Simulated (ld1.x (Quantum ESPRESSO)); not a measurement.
- Element: Co (Z = 27)
- Generator: ld1.x (Quantum ESPRESSO) 7.5
- Type: PAW
- Functional: LDA (PZ)
- Relativity: scalar-relativistic
- Frozen core: [Ne]
- Valence charge: 17
- Reference configuration: 3s2 3p6 3d7 4s2 4p0
- Partial waves: 3s (bound): rcut 1.20, rcutus 1.45 bohr; 4s (bound): rcut 1.20, rcutus 1.45 bohr; 3p (bound): rcut 1.15, rcutus 1.25 bohr; 4p (bound, empty): rcut 1.15, rcutus 1.25 bohr; 3d (bound): rcut 1.30, rcutus 1.75 bohr; 3d channel at 3.5 Ry: rcut 1.30, rcutus 1.75 bohr; 4f channel at -0.2 Ry: rc 1.50 bohr
- Local potential: the f channel
- Core correction: Bessel-smoothed model core, default radius (core density twice the valence density)
- Augmentation charge: PSQ, inside the norm-conserving radii

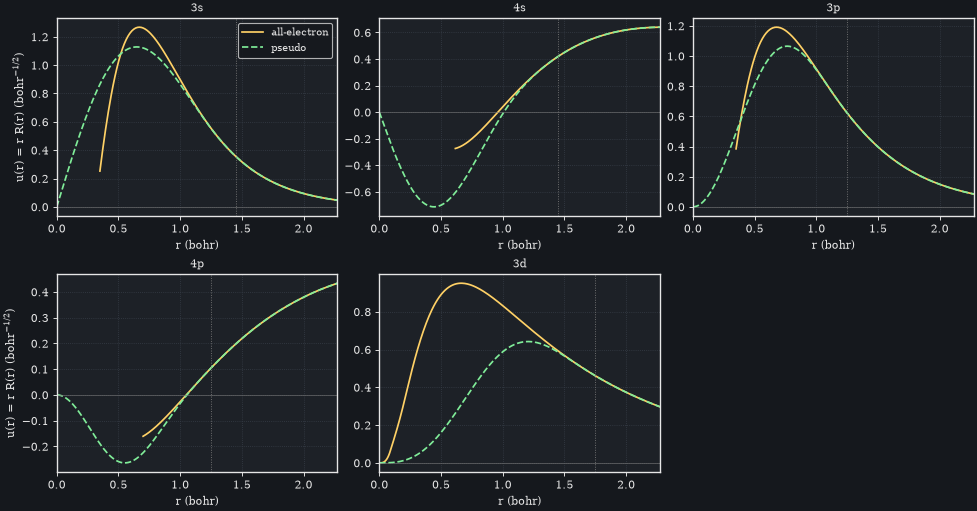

Partial waves u(r) = r R(r), all-electron (solid) and pseudo (dashed). Dotted lines mark the matching radii. The all-electron curves start outside the innermost oscillations, which aren't drawn.

Pseudo-waves: 3s has no node; 4s has a node at about 1.0 bohr; 3p has no node; 4p has a node at about 1.1 bohr; 3d has no node. A node in 4s and 4p is allowed, since a lower shell of the same l is also in the valence.

* Cutoffs needed: 55 Ry and 100 Ry (the cutoffs, on a coarse ladder, from which the occupation-weighted sum of valence levels, in a spherical-Bessel basis at the reference potential, stays within 10 and 1 mRy of its value at 400 Ry)
* Ghost test: no ghost state below the valence levels in the s, p, d, f channels (spherical-Bessel basis up to 400 Ry, 20 bohr box)
* Largest excitation error: -3.4 meV (all-electron minus pseudo) for 3s2 3p6 3d7 4s0 4p0, out of 7 test configurations
* Lowest eigenvalue of the overlap operator: 0.1 (s channel)
* Density cutoff estimated by the generator: 339 Ry
